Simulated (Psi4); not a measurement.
# CCD/6-311G (density fitting, density fitting for correlation) run of GeSe (Germanium monoselenide)

Aim: the energy change on altering one bond length of GeSe (Germanium monoselenide) at CCD/6-311G (density fitting, density fitting for correlation), from 2 runs. 

The calculation is run with Psi4 1.11.

6 further runs of the same task are left out: 2 for a known fault of the program, 4 that didn't finish.

### 1 Starting point

The species is GeSe (2 atoms), meant as a singlet with charge 0. SMILES: `[Ge-]#[Se+]`. Geometry: the measured bond length.

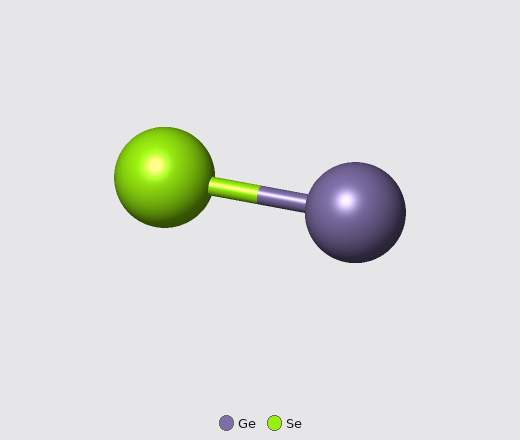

Viewed from a chosen angle; germanium purple, selenium green.

### 2 A single-point energy at CCD/6-311G (density fitting, density fitting for correlation)

The input, input.inp:

```
memory 1600 mb

molecule {
  0 1
  Ge     0.00000000     0.00000000     0.00000000
  Se     0.00000000     0.00000000     4.03386419
  units bohr
}

set {
  basis       6-311G
  freeze_core true
  cc_type     df
  scf_type    df
}

E, wfn = energy('ccd', return_wfn=True)
```

Launch:

```sh
$ psi4 -n 1 input.inp input.out
```

input.out, cut to the lines that bear on the results:

```text
[...]
  Running in c2v symmetry.
[...]
  Nuclear repulsion =  269.716566734488879
[...]
  Multiplicity = 1
[...]
  Nalpha       = 33
  Nbeta        = 33
[...]
    Number of basis functions: 78
[...]
   @DF-RHF iter   1: -4473.55983272764024   -5.80528e+00   7.75668e-02 ADIIS/DIIS
[...]
   @DF-RHF iter  12: -4475.11491198660133    2.72848e-12   1.35324e-09 DIIS
[...]
    Orbital Energies [Eh]
    ---------------------
    Doubly Occupied:
       1A1  -460.822915     2A1  -405.289666     3A1   -60.623682
       4A1   -54.225614     1B2   -54.225250     1B1   -54.225250
       5A1   -52.195742     2B1   -46.283214     2B2   -46.283214
       6A1   -46.281914     7A1    -8.887902     8A1    -7.238853
       9A1    -6.621912     3B2    -6.618359     3B1    -6.618359
       4B1    -5.212296     4B2    -5.212296    10A1    -5.209328
      11A1    -2.605116     5B2    -2.603588     5B1    -2.603588
      12A1    -2.601040     1A2    -2.601040     2A2    -1.683929
      13A1    -1.683929    14A1    -1.678719     6B1    -1.678602
       6B2    -1.678602    15A1    -0.910001    16A1    -0.585368
      17A1    -0.369124     7B1    -0.359799     7B2    -0.359799
[...]
  @DF-RHF Final Energy: -4475.11491198660133
   => Energetics <=
    Nuclear Repulsion Energy =            269.7165667344888789
    One-Electron Energy =               -6777.5069461671992030
    Two-Electron Energy =                2032.6754674461087689
    Total Energy =                      -4475.1149119866013280
[...]
 Multipole Moments:
 ------------------------------------------------------------------------------------
     Multipole            Electronic (a.u.)      Nuclear  (a.u.)        Total (a.u.)
 ------------------------------------------------------------------------------------
 L = 1.  Multiply by 2.5417464519 to convert [e a0] to [Debye]
 Dipole X            :          0.0000000            0.0000000            0.0000000
 Dipole Y            :          0.0000000            0.0000000            0.0000000
 Dipole Z            :         -0.0786634           -1.1539755           -1.2326389
 Magnitude           :                                                    1.2326389
[...]
	DF-MP2 Total Energy (a.u.)         : -4475.51791278281598
[...]
```

Run time: 9.9 s. Hardware: 1 thread of AMD EPYC, shared host; peak memory 0.23 GiB.

### 3 The distorted shape at the same level

The input, job.json:

```json
{
 "schema_name": "qcschema_input",
 "schema_version": 1,
 "molecule": {
  "schema_name": "qcschema_molecule",
  "schema_version": 2,
  "symbols": ["Ge", "Se"],
  "geometry": [0.21909107, 0.01069207, 0.09778388, 0.13363198, -0.01062593, 4.06861058],
  "molecular_charge": 0,
  "molecular_multiplicity": 1
 },
 "driver": "energy",
 "model": {
  "method": "ccd",
  "basis": "6-311G"
 },
 "keywords": {
  "freeze_core": true,
  "cc_type": "df",
  "scf_type": "df"
 }
}
```

Launch:

```sh
$ psi4 --qcschema job.json -n 1 --memory 1600MB
```

stdout, cut to the lines that bear on the results:

```text
[...]
  Running in c2v symmetry.
[...]
  Nuclear repulsion =  273.930979300875151
[...]
  Multiplicity = 1
[...]
  Nalpha       = 33
  Nbeta        = 33
[...]
    Number of basis functions: 78
[...]
   @DF-RHF iter   1: -4473.55613219081079   -5.73575e+00   7.75846e-02 DIIS/ADIIS
[...]
   @DF-RHF iter  12: -4475.11388141034695    4.54747e-12   1.31737e-09 DIIS
[...]
    Orbital Energies [Eh]
    ---------------------
    Doubly Occupied:
       1A1  -460.823701     2A1  -405.286338     3A1   -60.624796
       4A1   -54.226679     1B1   -54.226354     1B2   -54.226354
       5A1   -52.192781     2B2   -46.280241     2B1   -46.280241
       6A1   -46.278936     7A1    -8.889309     8A1    -7.236190
       9A1    -6.623416     3B1    -6.619788     3B2    -6.619788
       4B2    -5.209586     4B1    -5.209586    10A1    -5.207002
      11A1    -2.606550     5B1    -2.604969     5B2    -2.604969
       1A2    -2.602513    12A1    -2.602513     2A2    -1.681172
      13A1    -1.681172    14A1    -1.676572     6B2    -1.676091
       6B1    -1.676091    15A1    -0.917213    16A1    -0.583451
      17A1    -0.369375     7B2    -0.363792     7B1    -0.363792
[...]
  @DF-RHF Final Energy: -4475.11388141034695
   => Energetics <=
    Nuclear Repulsion Energy =            273.9309793008751512
    One-Electron Energy =               -6785.9470848552919051
    Two-Electron Energy =                2036.9022241440693506
    Total Energy =                      -4475.1138814103469485
[...]
 Multipole Moments:
 ------------------------------------------------------------------------------------
     Multipole            Electronic (a.u.)      Nuclear  (a.u.)        Total (a.u.)
 ------------------------------------------------------------------------------------
 L = 1.  Multiply by 2.5417464519 to convert [e a0] to [Debye]
 Dipole X            :          0.0000000            0.0000000            0.0000000
 Dipole Y            :          0.0000000           -0.0000000           -0.0000000
 Dipole Z            :         -0.0249494           -1.1362216           -1.1611711
 Magnitude           :                                                    1.1611711
[...]
	DF-MP2 Total Energy (a.u.)         : -4475.51627443139205
[...]
```

The result, in JSON:

```text
{
 "driver": "energy",
 "model": {
  "method": "ccd",
  "basis": "6-311G"
 },
 "success": true,
 "return_result": -4475.498650059783,
 "properties": {
  "calcinfo_nbasis": 78,
  "calcinfo_nmo": 78,
  "calcinfo_nalpha": 33,
  "calcinfo_nbeta": 33,
  "calcinfo_natom": 2,
  "nuclear_repulsion_energy": 273.93097930087515,
  "return_energy": -4475.498650059783,
  "scf_one_electron_energy": -6785.947084855292,
  "scf_two_electron_energy": 2036.9022241440694,
  "scf_dipole_moment": [0.0, -9.796484216587463e-68, -1.161171061720502],
  "scf_total_energy": -4475.113881410347,
  "scf_iterations": 12,
  "mp2_singles_energy": 0.0,
  "mp2_doubles_energy": -0.40239302104482966,
  "mp2_correlation_energy": -0.4023930210450999,
  "mp2_total_energy": -4475.516274431392
 }
}
```

Wall time 11 s (1 thread of AMD EPYC, shared host); peak memory 0.23 GiB.

### 4 Results

At CCD/6-311G (density fitting, density fitting for correlation), 18 core orbitals frozen:

| quantity | value |
| --- | --- |
| first shape: total energy | -4475.49995 Eh |
| first shape: HOMO energy (Hartree–Fock orbitals) | -9.79 eV |
| first shape: LUMO energy (Hartree–Fock orbitals) | 0.05 eV |
| first shape: HOMO–LUMO gap (Hartree–Fock orbitals) | 9.84 eV |
| first shape: correlation energy (18 core orbitals frozen) | -385.0 mEh |
| distorted shape: total energy | -4475.49865 Eh |
| distorted shape: HOMO energy (Hartree–Fock orbitals) | -9.90 eV |
| distorted shape: LUMO energy (Hartree–Fock orbitals) | 0.14 eV |
| distorted shape: HOMO–LUMO gap (Hartree–Fock orbitals) | 10.04 eV |
| distorted shape: correlation energy (18 core orbitals frozen) | -384.8 mEh |
| energy change with the Ge1–Se2 bond shortened from 2.135 to 2.102 Å | 0.035 eV |

**Reading.** With the Ge1–Se2 bond shortened from 2.135 to 2.102 Å the energy rises by 0.04 eV (3.4 kJ/mol). The first shape isn't relaxed at this level, so the change isn't measured from a minimum.
